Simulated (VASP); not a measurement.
Band structure of IrO$_{2}$ (rutile). Computed with PBE GGA with spin-orbit coupling, VASP's PBE PAW potentials (set 64) (plane waves; VASP).

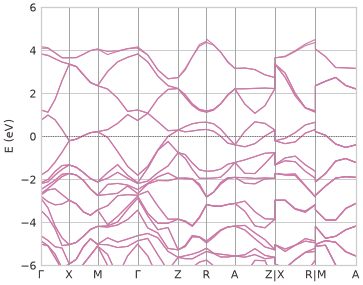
Figure. Bands along high-symmetry lines, zero at the valence-band maximum or, without a gap, the Fermi level

Problem. Read the plot: is there a gap, and where are the band edges?

Solution. It has no gap at this level: it comes out as a metal or semimetal.

The compound is IrO2 in the rutile structure. It was relaxed first.
